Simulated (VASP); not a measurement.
Band structure of PbS (rock salt). All values below come from vdW-DF2, VASP's PBE PAW potentials (set 64) (plane waves; VASP).

Unless said otherwise, spin-orbit coupling is left out, though it shifts the bands of the heavy elements here.

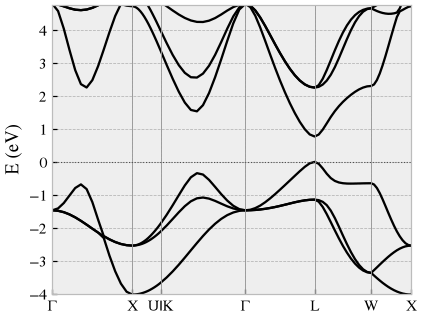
*Bands along high-symmetry lines, zero at the valence-band maximum or, without a gap, the Fermi level*

### Question
Read the plot: is there a gap, and where are the band edges?

### Answer
The gap is direct, 0.77 eV, from the valence maximum at L to the conduction minimum at L. (Edges off the drawn lines would not show.)

Measured: gap 0.37 eV (computed value off by +0.40 eV), as given by Wikipedia, List of semiconductor materials.

The compound is PbS in the rock salt structure. It was relaxed first, which changed the volume by +12 %.
